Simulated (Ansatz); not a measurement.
The compound is Cs2TcBr6 (started from the K2PtCl6 type) (Fm-3m).

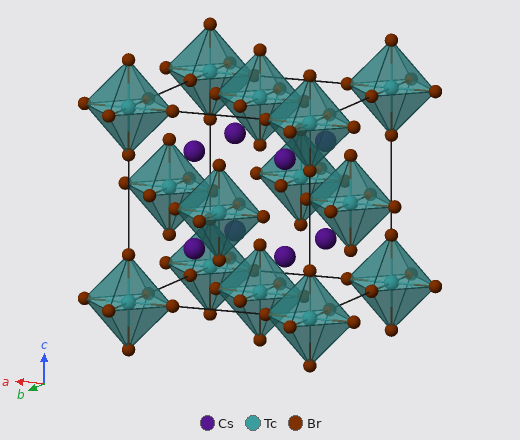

The structure (caesium purple, technetium teal, bromine brown). Some periodic images of atoms are drawn too.

The structure was built from a prototype and need not be the compound's stable phase.

Symmetry: Fm-3m, No. 225, cubic system. The conventional cell has a = 10.185 Å, b = 10.185 Å, c = 10.185 Å, α = 90.00°, β = 90.00°, γ = 90.00°. Nearest to Cs lie 12 Br at 3.60 Å. Nearest to Tc lie 6 Br at 2.48 Å. Nearest to Br lie 1 Tc at 2.48 Å and 4 Cs at 3.60 Å. Farther neighbours and most contacts between anions are not listed.

```xyz
9
Lattice="5.0926 0.0000 5.0926 5.0926 5.0926 0.0000 0.0000 5.0926 5.0926" Properties=species:S:1:pos:R:3 pbc="T T T"
Cs    2.5463    2.5463    2.5463
Cs    7.6389    7.6389    7.6389
Tc    0.0000    0.0000    0.0000
Br    2.4753    5.0926    5.0926
Br    7.7099    5.0926    5.0926
Br    5.0926    5.0926    2.4753
Br    5.0926    5.0926    7.7099
Br    5.0926    2.4753    5.0926
Br    5.0926    7.7099    5.0926
```

The structure was relaxed with LDA. The structure type comes from a generator and need not be one that this composition takes. The structure was generated from a model, not taken from a measurement. The runs that relaxed it are not among those shown. The program's search for lower electronic states was switched off, so nothing shows that the state found is the lowest. Spin-orbit coupling is left out unless a run names it. PAW set soft_2, made with PBE.

A constrained-RPA run (Ansatz 0.2.0; non-magnetic LDA; Tc d, bands v2 to c3, 2×2×2 mesh, medium accuracy) builds 5 functions on bands 3.3 eV wide, with 3.0 electrons in the window. The bare on-site interaction is 9.9 eV and the bare J 0.29 eV.

**Question.** Estimate U, U′ and J.

On the Tc d shell, U = 2.38 eV (24 % of the bare value), U′ = 1.90 eV, J = 0.20 eV.

The parent state is non-magnetic and the interaction static (zero frequency); U depends on the window and the orbitals, so it belongs to this model alone. Coarse meshes can leave U off its limit, most where the target bands are metallic.

[Paths, hosts, dates, memory and timing lines, banners, echoed tables and standing remarks are left out of the program output.]

[Logs are printed without paths, hosts, clocks, repeated set-up lines and the standing remarks that a program may print on its own settings, such as how far it seeks lower states.]

[Runs of the session that timed out or met a known fault of the program may be left out.]

[Hosts, paths, dates, database ids (printed as entryN), source tags and the programs' standing remarks are cut or masked in the printed files.]
